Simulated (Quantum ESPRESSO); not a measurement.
# AlGaAs2 (P-4m2): zone-centre phonons, part 2 of 3

Which modes does AlGaAs2 (P-4m2) have at the zone centre?

Quantum ESPRESSO 7.5; DFT LDA, scalar-relativistic, plane waves, GBRV ultrasoft pseudopotentials.

So far. Step 2 (A probe with smearing): A gap of 0.91 eV opens on this mesh, so the crystal is taken as an insulator; the start stands at -0.95 GPa. Step 4 (Ground state): The cell stands at 3.3e-4 GPa, close enough for phonons. The relaxed cell has a = 3.982, c = 5.608 Å (conventional setting).

The structure was built from a prototype and need not be the compound's stable phase.

### Step 5. Zone-centre response

At q = 0 one unit cell holds all displacements; symmetry groups them into irreducible representations that are solved one by one. The response to a field gives ε∞ and the Born charges, which polar modes need.

ph.in

```
phonons
 &inputph
    prefix='x',
    outdir='./tmp',
    fildyn='g.dyn',
    tr2_ph=1.0d-18,
    epsil=.true.,
 /
0.000000000000 0.000000000000 0.000000000000
```

Launch:

```bash
OMP_NUM_THREADS=1 mpirun -n 4 ph.x -nk 4 -in ph.in > ph.out
```

Output:

```text
[banners, grids, parts of the stress and lines that vanish by symmetry left out]
[banner, memory and clock lines left out]
Program PHONON v.7.5

     ./tmp/x.save/

     IMPORTANT: XC functional enforced from input :
     Exchange-correlation= PZ
                           (   1   1   0   0   0   0   0)
     Any further DFT definition will be discarded
     Please, verify this is what you really want

     G-vector sticks info

     negative rho (up, down):  1.708E-07 0.000E+00
     Reading collected, re-writing distributed wavefunctions in ./tmp/

     Number and degeneracy of irreps per q-point
       N         xq(1)         xq(2)         xq(3)   N irreps
       1   0.000000000   0.000000000   0.000000000       8
        1   1   1   1   2   2   2   2

     Calculation of q =    0.0000000   0.0000000   0.0000000

     phonons

     bravais-lattice index     =            6
     lattice parameter (alat)  =       7.5241  a.u.
     unit-cell volume          =     599.9880 (a.u.)^3
     number of atoms/cell      =            4
     number of atomic types    =            3
     kinetic-energy cut-off    =      50.0000  Ry
     charge density cut-off    =     300.0000  Ry
     convergence threshold     =      1.0E-18
     beta                      =       0.7000
     number of iterations used =            4
     Exchange-correlation= PZ
                           (   1   1   0   0   0   0   0)

     celldm(1)=    7.52406  celldm(2)=    0.00000  celldm(3)=    1.40859
     celldm(4)=    0.00000  celldm(5)=    0.00000  celldm(6)=    0.00000

     crystal axes: (cart. coord. in units of alat)
               a(1) = (  1.0000  0.0000  0.0000 )
               a(2) = (  0.0000  1.0000  0.0000 )
               a(3) = (  0.0000  0.0000  1.4086 )

     reciprocal axes: (cart. coord. in units 2 pi/alat)
               b(1) = (  1.0000  0.0000  0.0000 )
               b(2) = (  0.0000  1.0000  0.0000 )
               b(3) = (  0.0000  0.0000  0.7099 )

     Atoms inside the unit cell:

     Cartesian axes

     site n.  atom      mass           positions (alat units)
        1  Ga     69.7230   tau(    1) = (    0.00000    0.00000    0.00000  )
        2  Al     26.9815   tau(    2) = (    0.50000    0.50000    0.70430  )
        3  As     74.9216   tau(    3) = (    0.00000    0.50000    1.05646  )
        4  As     74.9216   tau(    4) = (    0.50000    0.00000    0.35214  )

     Computing dynamical matrix for
                    q = (   0.0000000   0.0000000   0.0000000 )

      9 Sym.Ops. (with q -> -q+G )

     G cutoff =  430.1958  (  52707 G-vectors)     FFT grid: ( 45, 45, 60)
     G cutoff =  286.7972  (  28659 G-vectors)  smooth grid: ( 36, 36, 48)
     number of k points=    45
                       cart. coord. in units 2pi/alat
        k(    1) = (   0.0000000   0.0000000   0.0000000), wk =   0.0078125
        k(    2) = (   0.0000000   0.0000000   0.1774820), wk =   0.0156250
        k(    3) = (   0.0000000   0.0000000  -0.3549641), wk =   0.0078125
        [... further k-points left out ...]

     PseudoPot. # 1 for Ga read from file:
     ./pseudo/Ga.upf
     Pseudo is Ultrasoft + core correction, Zval = 19.0

     PseudoPot. # 2 for Al read from file:
     ./pseudo/Al.upf
     Pseudo is Ultrasoft + core correction, Zval =  3.0

     PseudoPot. # 3 for As read from file:
     ./pseudo/As.upf
     Pseudo is Ultrasoft + core correction, Zval =  5.0

     Mode symmetry, D_2d (-42m) point group:

     Electric field:
     Dielectric constant
     Born effective charges as d Force / d E

     Atomic displacements:
     There are    8 irreducible representations

     Representation     1      1 modes -  To be done

     Representation     2      1 modes -  To be done

     Representation     3      1 modes -  To be done

     Representation     4      1 modes -  To be done

     Representation     5      2 modes -  To be done

     Representation     6      2 modes -  To be done

     Representation     7      2 modes -  To be done

     Representation     8      2 modes -  To be done

     Alpha used in Ewald sum =   2.8000

     negative rho (up, down):  1.708E-07 0.000E+00

     Electric Fields Calculation

      iter #   1   av.it.:   9.9
      thresh= 1.000E-02 alpha_mix =  0.700 |ddv_scf|^2 =  1.956E-07

      [... iterations left out ...]
      iter #  10   av.it.:  19.9
      thresh= 7.005E-10 alpha_mix =  0.700 |ddv_scf|^2 =  7.662E-19

     End of electric fields calculation

          Dielectric constant in cartesian axis

          (      12.925787865       0.000000000       0.000000000 )
          (       0.000000000      12.925787865       0.000000000 )
          (       0.000000000       0.000000000      12.204312129 )

          Effective charges (d Force / dE) in cartesian axis without acoustic sum rule applied (asr)

           atom    1  Ga    Mean Z*:        2.17921
      Ex  (        2.18492        0.00000        0.00000 )
      Ey  (        0.00000        2.18492        0.00000 )
      Ez  (        0.00000        0.00000        2.16777 )
           atom    2  Al    Mean Z*:        1.99179
      Ex  (        1.94634        0.00000        0.00000 )
      Ey  (        0.00000        1.94634        0.00000 )
      Ez  (        0.00000        0.00000        2.08268 )
           atom    3  As    Mean Z*:       -2.15246
      Ex  (       -2.02480        0.00000        0.00000 )
      Ey  (        0.00000       -2.28075        0.00000 )
      Ez  (        0.00000        0.00000       -2.15183 )
           atom    4  As    Mean Z*:       -2.15246
      Ex  (       -2.28075       -0.00000        0.00000 )
      Ey  (        0.00000       -2.02480        0.00000 )
      Ez  (        0.00000        0.00000       -2.15183 )

          Effective charges Sum: Mean:       -0.13392
             -0.17428        0.00000        0.00000
              0.00000       -0.17428        0.00000
              0.00000        0.00000       -0.05321

          Effective charges (d Force / dE) in cartesian axis with asr applied:
           atom    1  Ga    Mean Z*:        2.21269
      E*x (        2.22849        0.00000        0.00000 )
      E*y (        0.00000        2.22849        0.00000 )
      E*z (        0.00000        0.00000        2.18107 )
           atom    2  Al    Mean Z*:        2.02527
      E*x (        1.98991       -0.00000        0.00000 )
      E*y (       -0.00000        1.98991        0.00000 )
      E*z (        0.00000        0.00000        2.09598 )
           atom    3  As    Mean Z*:       -2.11898
      E*x (       -1.98123       -0.00000        0.00000 )
      E*y (       -0.00000       -2.23718        0.00000 )
      E*z (        0.00000        0.00000       -2.13853 )
           atom    4  As    Mean Z*:       -2.11898
      E*x (       -2.23718       -0.00000        0.00000 )
      E*y (       -0.00000       -1.98123        0.00000 )
      E*z (        0.00000        0.00000       -2.13853 )

     Representation #   1 mode #   1

     Self-consistent Calculation

      iter #   1   av.it.:   7.6
      thresh= 1.000E-02 alpha_mix =  0.700 |ddv_scf|^2 =  3.850E-06

      [... iterations left out ...]
      iter #  11   av.it.:  20.8
      thresh= 1.634E-10 alpha_mix =  0.700 |ddv_scf|^2 =  4.118E-19

     End of self-consistent calculation

     Convergence has been achieved

     Representation #   2 mode #   2

     Self-consistent Calculation

      iter #   1   av.it.:  12.0
      thresh= 1.000E-02 alpha_mix =  0.700 |ddv_scf|^2 =  5.266E-05

      [... iterations left out ...]
      iter #  11   av.it.:  21.5
      thresh= 1.041E-10 alpha_mix =  0.700 |ddv_scf|^2 =  5.605E-20

     End of self-consistent calculation

     Convergence has been achieved

     Representation #   3 mode #   3

     Self-consistent Calculation

      iter #   1   av.it.:   7.6
      thresh= 1.000E-02 alpha_mix =  0.700 |ddv_scf|^2 =  1.103E-07

      [... iterations left out ...]
      iter #   9   av.it.:  21.2
      thresh= 4.437E-10 alpha_mix =  0.700 |ddv_scf|^2 =  8.543E-19

     End of self-consistent calculation

     Convergence has been achieved

     Representation #   4 mode #   4

     Self-consistent Calculation

[...]
[... iterations left out ...]
[...]
End of self-consistent calculation

     Convergence has been achieved

     Representation #   5 modes #   5   6

     Self-consistent Calculation

[...]
[... iterations left out ...]
[...]
End of self-consistent calculation

     Convergence has been achieved

     Representation #   6 modes #   7   8

     Self-consistent Calculation

[...]
[... iterations left out ...]
[...]
End of self-consistent calculation

     Convergence has been achieved

     Representation #   7 modes #   9  10

     Self-consistent Calculation

      iter #   1   av.it.:   4.1
      thresh= 1.000E-02 alpha_mix =  0.700 |ddv_scf|^2 =  8.793E-09

      [... iterations left out ...]
      iter #   8   av.it.:  21.1
      thresh= 2.391E-10 alpha_mix =  0.700 |ddv_scf|^2 =  1.729E-19

     End of self-consistent calculation

     Convergence has been achieved

     Representation #   8 modes #  11  12

     Self-consistent Calculation

      iter #   1   av.it.:  12.5
      thresh= 1.000E-02 alpha_mix =  0.700 |ddv_scf|^2 =  7.502E-06

      [... iterations left out ...]
      iter #   9   av.it.:  23.1
      thresh= 2.807E-10 alpha_mix =  0.700 |ddv_scf|^2 =  3.157E-19

     End of self-consistent calculation

     Convergence has been achieved

     Number of q in the star =    1
     List of q in the star:
          1   0.000000000   0.000000000   0.000000000

          Dielectric constant in cartesian axis

          (      12.925787865       0.000000000       0.000000000 )
          (       0.000000000      12.925787865       0.000000000 )
          (       0.000000000       0.000000000      12.204312129 )

          Effective charges (d Force / dE) in cartesian axis without acoustic sum rule applied (asr)

           atom    1  Ga    Mean Z*:        2.17921
      Ex  (        2.18492        0.00000        0.00000 )
      Ey  (        0.00000        2.18492        0.00000 )
      Ez  (        0.00000        0.00000        2.16777 )
           atom    2  Al    Mean Z*:        1.99179
      Ex  (        1.94634        0.00000        0.00000 )
      Ey  (        0.00000        1.94634        0.00000 )
      Ez  (        0.00000        0.00000        2.08268 )
           atom    3  As    Mean Z*:       -2.15246
      Ex  (       -2.02480        0.00000        0.00000 )
      Ey  (        0.00000       -2.28075        0.00000 )
      Ez  (        0.00000        0.00000       -2.15183 )
           atom    4  As    Mean Z*:       -2.15246
      Ex  (       -2.28075       -0.00000        0.00000 )
      Ey  (        0.00000       -2.02480        0.00000 )
      Ez  (        0.00000        0.00000       -2.15183 )

          Effective charges Sum: Mean:       -0.13392
             -0.17428        0.00000        0.00000
              0.00000       -0.17428        0.00000
              0.00000        0.00000       -0.05321

          Effective charges (d Force / dE) in cartesian axis with asr applied:
           atom    1  Ga    Mean Z*:        2.21269
      E*x (        2.22849        0.00000        0.00000 )
      E*y (        0.00000        2.22849        0.00000 )
      E*z (        0.00000        0.00000        2.18107 )
           atom    2  Al    Mean Z*:        2.02527
      E*x (        1.98991       -0.00000        0.00000 )
      E*y (       -0.00000        1.98991        0.00000 )
      E*z (        0.00000        0.00000        2.09598 )
           atom    3  As    Mean Z*:       -2.11898
      E*x (       -1.98123       -0.00000        0.00000 )
      E*y (       -0.00000       -2.23718        0.00000 )
      E*z (        0.00000        0.00000       -2.13853 )
           atom    4  As    Mean Z*:       -2.11898
      E*x (       -2.23718       -0.00000        0.00000 )
      E*y (       -0.00000       -1.98123        0.00000 )
      E*z (        0.00000        0.00000       -2.13853 )

     Diagonalizing the dynamical matrix

     q = (    0.000000000   0.000000000   0.000000000 )

 **************************************************************************
     freq (    1) =      -0.218373 [THz] =      -7.284141 [cm-1]
     freq (    2) =      -0.218373 [THz] =      -7.284141 [cm-1]
     freq (    3) =      -0.186654 [THz] =      -6.226116 [cm-1]
     freq (    4) =       2.493660 [THz] =      83.179549 [cm-1]
     freq (    5) =       2.493660 [THz] =      83.179549 [cm-1]
     freq (    6) =       6.503641 [THz] =     216.938112 [cm-1]
     freq (    7) =       7.580418 [THz] =     252.855524 [cm-1]
     freq (    8) =       7.604091 [THz] =     253.645166 [cm-1]
     freq (    9) =       7.604091 [THz] =     253.645166 [cm-1]
     freq (   10) =      10.728108 [THz] =     357.851164 [cm-1]
     freq (   11) =      10.728108 [THz] =     357.851164 [cm-1]
     freq (   12) =      11.233060 [THz] =     374.694550 [cm-1]
 **************************************************************************

     Mode symmetry, D_2d (-42m) point group:

     freq (   1-   2) =         -7.3  [cm-1]   --> E    X_5  W_3   I+R
     freq (   3-   3) =         -6.2  [cm-1]   --> B_2  X_3  W_2   I+R
     freq (   4-   5) =         83.2  [cm-1]   --> E    X_5  W_3   I+R
     freq (   6-   6) =        216.9  [cm-1]   --> A_1  X_1  W_1   R
     freq (   7-   7) =        252.9  [cm-1]   --> B_2  X_3  W_2   I+R
     freq (   8-   9) =        253.6  [cm-1]   --> E    X_5  W_3   I+R
     freq (  10-  11) =        357.9  [cm-1]   --> E    X_5  W_3   I+R
     freq (  12-  12) =        374.7  [cm-1]   --> B_2  X_3  W_2   I+R
```

Wall time 17 min (4 MPI ranks of Intel Xeon at 2.70GHz, shared host).

Read from the output:

```
miss of the charge sum rule                                       : 0.1743 e
largest acoustic frequency at the zone centre before the sum rule : -7.28 cm⁻¹
highest optical zone-centre mode (no LO-TO term)                  : 374.7 cm⁻¹
lowest optical zone-centre mode                                   : 83.18 cm⁻¹
mean high-frequency dielectric constant                           : 12.69
largest Born charge in size (third of the trace)                  : 2.179 e
```

Born charge (rows field, columns displacement), before the sum rule (e), principal values of the symmetric part by kind of site:

```csv
atom,atoms with these values,low,middle,high,mean
Ga1,1,2.17,2.18,2.18,2.18
Al2,1,1.95,1.95,2.08,1.99
As3,2,-2.28,-2.15,-2.02,-2.15
```

In full for As3:

```
-2.02  0.00  0.00
 0.00 -2.28  0.00
 0.00  0.00 -2.15
```

High-frequency dielectric tensor:

```
12.93  0.00  0.00
 0.00 12.93  0.00
 0.00  0.00 12.20
```

The acoustic modes at Γ come out as far as 7.3 cm⁻¹ from zero, where they should vanish, a small numerical error; the Born charges miss their sum rule by 0.17 e, too much: mesh or cutoff is short for the field response.

### Step 6. Modes with the sum rule

A rigid shift of the crystal must cost nothing, but grids and finite bases break this; the acoustic sum rule is imposed before the matrix is diagonalised again. With Born charges the intensities follow, and the static dielectric tensor.

dynmat.in

```
 &input
    fildyn='g.dyn',
    asr='crystal',
    fileig='dynmat.eig',
    lperm=.true.,
 /
```

Launch:

```bash
dynmat.x -in dynmat.in > dynmat.out
```

Output:

```text
[banner, memory and clock lines left out]
Program DYNMAT v.7.5

     Reading Dynamical Matrix from file g.dyn
     ...Force constants read
     ...epsilon and Z* read
     Acoustic Sum Rule: || Z*(ASR) - Z*(orig)|| =    1.260753E-01
     Acoustic Sum Rule: ||dyn(ASR) - dyn(orig)||=    6.329066E-04
     A direction for q was not specified:TO-LO splitting will be absent

     Polarizability (A^3 units)
     multiply by 0.204286 for Clausius-Mossotti correction
        84.376825    0.000000    0.000000
         0.000000   84.376825    0.000000
         0.000000    0.000000   79.272270

     IR activities are in (D/A)^2/amu units

# mode   [cm-1]    [THz]      IR
    1     -0.00   -0.0000    0.0000
    2      0.00    0.0000    0.0000
    3      0.00    0.0000    0.0000
    4     83.16    2.4929    0.0059
    5     83.16    2.4929    0.0059
    6    216.94    6.5036    0.0000
    7    252.85    7.5803    2.7800
    8    253.64    7.6041    2.3444
    9    253.64    7.6041    2.3444
   10    357.81   10.7269    5.4287
   11    357.81   10.7269    5.4287
   12    374.65   11.2316    5.3671

Electronic dielectric permittivity tensor (relative, adimensional)
        12.925788    0.000000    0.000000
         0.000000   12.925788    0.000000
         0.000000    0.000000   12.204312

 ... with zone-center polar mode contributions
        14.837716    0.000000   -0.000000
         0.000000   14.837716    0.000000
        -0.000000    0.000000   14.164677

[end of the log left out, with the tail of the file of modes that dynmat.x writes under the same name]
```

Elapsed: 0.72 s, on 1 thread.

Read from the output:

| Quantity | Value |
| --- | --- |
| highest optical zone-centre mode (no LO-TO term) | 374.6 cm⁻¹ |
| lowest optical zone-centre mode | 83.16 cm⁻¹ |
| mean static dielectric constant | 14.61 |

Unit eigenvectors of the mass-weighted matrix after the sum rule; no LO-TO term. The modes at Γ (shares of kinetic energy by element, %):

```csv
mode,frequency (cm⁻¹),Ga %,Al %,As %
1,0.0,28,11,61
2,0.0,28,11,61
3,0.0,28,11,61
4,83.2,24,16,60
5,83.2,24,16,60
6,216.9,0,0,100
7,252.8,71,2,27
8,253.6,47,1,52
9,253.6,47,1,52
10,357.8,1,72,27
11,357.8,1,72,27
12,374.6,0,87,12
```

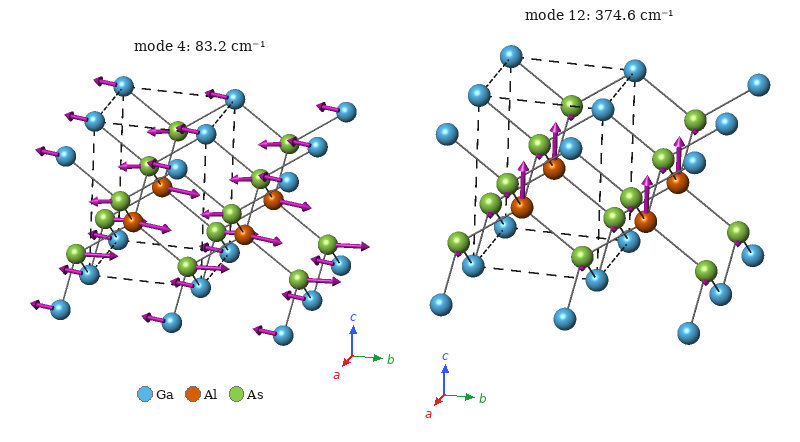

Displacement patterns of modes 4 and 12 at Γ; arrows are exaggerated. 2×2×1 cells are drawn. Some periodic images of atoms are drawn too.

Degenerate modes summed, no LO-TO term. Infrared lines, with heights relative to the strongest:

```csv
position (cm⁻¹),lines merged,"IR intensity, relative"
83,2,0.1
217,1,0.0
253,1,26
254,2,43
358,2,100
375,1,49
```

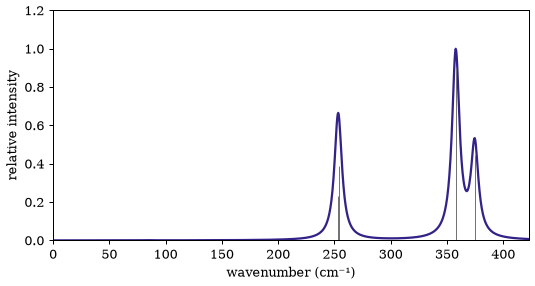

The infrared spectrum, broadened with Lorentzians of width 8 cm⁻¹; bars mark the lines.

Static dielectric tensor (ions relaxed, fixed cell):

```
14.84  0.00  0.00
 0.00 14.84  0.00
 0.00  0.00 14.16
```

The rule moves no optical mode by more than 0.1 cm⁻¹.

### Step 7. Sum rules set otherwise (asr no)

Without the rule the raw error of the acoustic modes shows.

dynmat.in

```
 &input
    fildyn='g.dyn',
    asr='no',
    fileig='dynmat.eig',
    lperm=.true.,
 /
```

Launch:

```bash
dynmat.x -in dynmat.in > dynmat.out
```

Output:

```text
[banner, memory and clock lines left out]
Program DYNMAT v.7.5

     Reading Dynamical Matrix from file g.dyn
     ...Force constants read
     ...epsilon and Z* read
     A direction for q was not specified:TO-LO splitting will be absent

     Polarizability (A^3 units)
     multiply by 0.204286 for Clausius-Mossotti correction
        84.376825    0.000000    0.000000
         0.000000   84.376825    0.000000
         0.000000    0.000000   79.272270

     IR activities are in (D/A)^2/amu units

# mode   [cm-1]    [THz]      IR
    1     -7.28   -0.2184    0.0028
    2     -7.28   -0.2184    0.0028
    3     -6.23   -0.1867    0.0003
    4     83.18    2.4937    0.0075
    5     83.18    2.4937    0.0075
    6    216.94    6.5036    0.0000
    7    252.86    7.5804    2.7832
    8    253.65    7.6041    2.3479
    9    253.65    7.6041    2.3479
   10    357.85   10.7281    5.3250
   11    357.85   10.7281    5.3250
   12    374.69   11.2331    5.3321

Electronic dielectric permittivity tensor (relative, adimensional)
        12.925788    0.000000    0.000000
         0.000000   12.925788    0.000000
         0.000000    0.000000   12.204312

 ... with zone-center polar mode contributions
        14.824794   -0.000000    0.000000
        -0.000000   14.824794    0.000000
         0.000000    0.000000   14.159645

3 [cm-1]
[end of the log left out, with the tail of the file of modes that dynmat.x writes under the same name]
```

Wall time 0.74 s (1 thread).

This step gave:

```yaml
highest_optical_zone_centre_mode_no_lo_to_term: 374.7 cm⁻¹
lowest_optical_zone_centre_mode: 83.18 cm⁻¹
mean_static_dielectric_constant: 14.60
```

Zone-centre frequencies as printed; negative means imaginary. Modes:

```csv
mode,frequency (cm⁻¹)
1,-7.28
2,-7.28
3,-6.23
4,83.18
5,83.18
6,216.9
7,252.9
8,253.7
9,253.7
10,357.9
11,357.9
12,374.7
```

Against the first rule no mode moves by more than 7.3 cm⁻¹.

(Continued in part 3 of 3.)

[Host names and launcher messages were left out of these logs when they were recorded.]

[Logs are printed without paths, hosts, clocks, repeated set-up lines and the standing remarks that a program may print on its own settings, such as how far it seeks lower states.]

[Hosts, paths, dates, database ids (printed as entryN), source tags and the programs' standing remarks are cut or masked in the printed files.]
